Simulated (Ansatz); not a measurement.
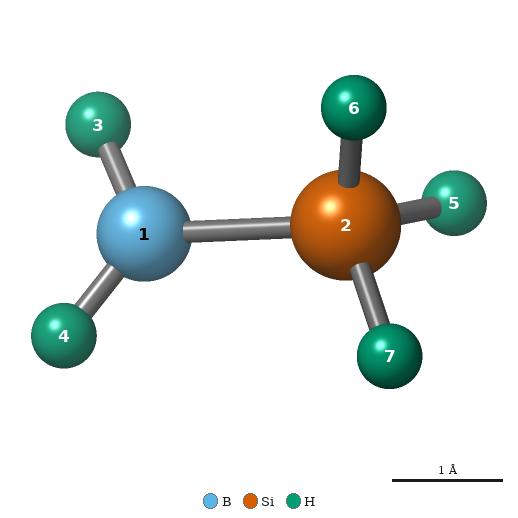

Source: calculation with Ansatz.

Numbered structure. Geometry: moved along internal coordinates away from the minimum.

Give the bond lengths.

```tsv
bond	length (Å)	order
B1–Si2	2.010	single
B1–H3	1.287	single
B1–H4	1.195	single
Si2–H5	1.492	single
Si2–H6	1.347	single
Si2–H7	1.487	single
```
